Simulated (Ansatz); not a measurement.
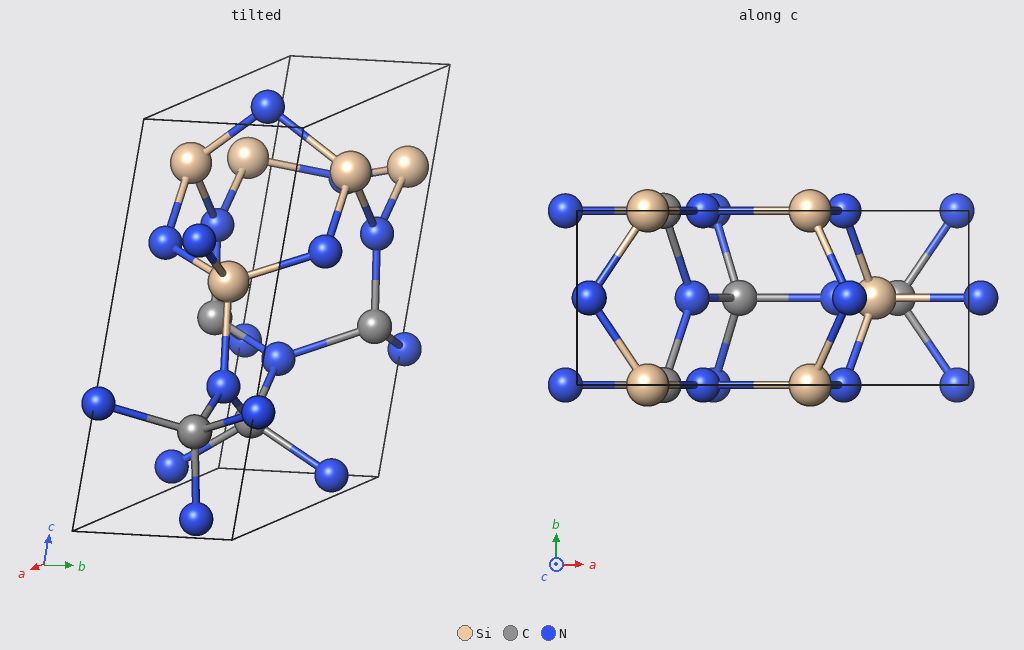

An orthographic ball-and-stick view of the structure, slightly off an axis and along the c axis. The lines enclose the conventional unit cell; boundary atoms appear with their images.

Si₃C₃N₈, space group Pm (No. 6), a = 6.959 Å, b = 2.711 Å, c = 7.045 Å, α = 90.00°, β = 118.89°, γ = 90.00°. Starting structure: a structure type filled with these elements by a generator (whether the compound takes this form wasn't checked). Earlier steps of the study may have refined or changed the cell and positions. It was the input of a calculation with Ansatz.

This one geometry was computed with Ansatz (DFT, plane waves, PAW) at four levels of theory: PBE, r2SCAN, HSE06 and PBE0. It was relaxed beforehand with r2SCAN.

Which level gives the highest pressure at this volume, and what does that say about its equilibrium volume?

Answer. Highest: PBE (5.7 GPa), which points to the largest equilibrium volume. Lowest, with the smallest volume: HSE06 (-3.2 GPa) and PBE0 (-3.4 GPa). Levels within 0.5 GPa of each other can't be told apart.

How does the band gap change with the level of theory?

Answer. PBE: a gap of 2.13 eV, indirect; r2SCAN: a gap of 2.51 eV, indirect; HSE06: a gap of 3.64 eV, indirect; PBE0: a gap of 4.41 eV, indirect.

Collect the results in a table.

Answer.
| level | cutoff (eV) | k-mesh of the run's cell | gap (eV) | pressure (GPa) |
| --- | --- | --- | --- | --- |
| PBE | 420 | 4×10×4 | 2.13 | 5.7 |
| r2SCAN | 500 | 4×10×4 | 2.51 | 0.0 |
| HSE06 | 420 | 4×6×4 | 3.64 | -3.2 |
| PBE0 | 420 | 4×6×4 | 4.41 | -3.4 |

Gaps are taken on the k-mesh or band path of each run.
